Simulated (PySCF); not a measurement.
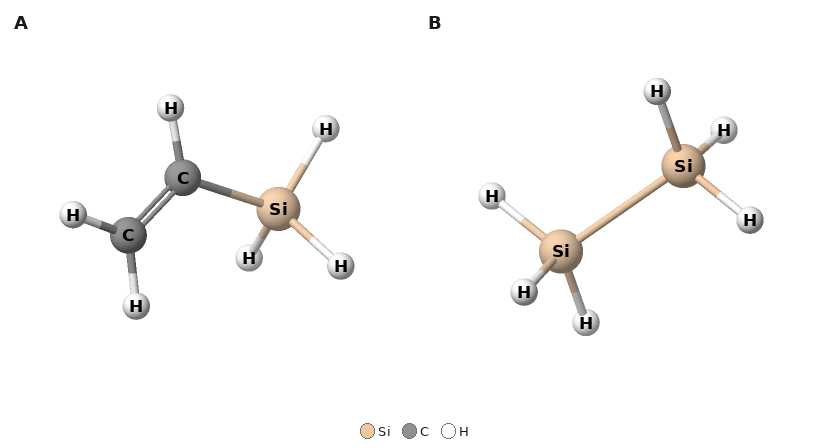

Two related species, optimised with PBE0-D3(BJ)/def2-SVP; properties computed with PySCF 2.14.0. Both: charge 0, singlet.

**What are A and B?**

A is Si(vinyl)H3 (C=C[SiH3]), B is Si(SiH3)H3 ([SiH3][SiH3]).

Compare them. With ωB97X-D/def2-SVPD: dipole moment (D), HOMO–LUMO gap (eV), HOMO energy (Kohn–Sham orbital) (eV), lowest vertical singlet excitation (eV), mean static polarisability (bohr³).

```tsv
quantity	A	B
dipole moment (D)	0.74	0.00
HOMO–LUMO gap (eV)	10.88	12.09
HOMO energy (Kohn–Sham orbital) (eV)	−9.81	−10.21
lowest vertical singlet excitation (eV)	6.67	7.56
mean static polarisability (bohr³)	54.3	61.9
```

Each is one conformer, and no frequency run is at hand to confirm it as a minimum.
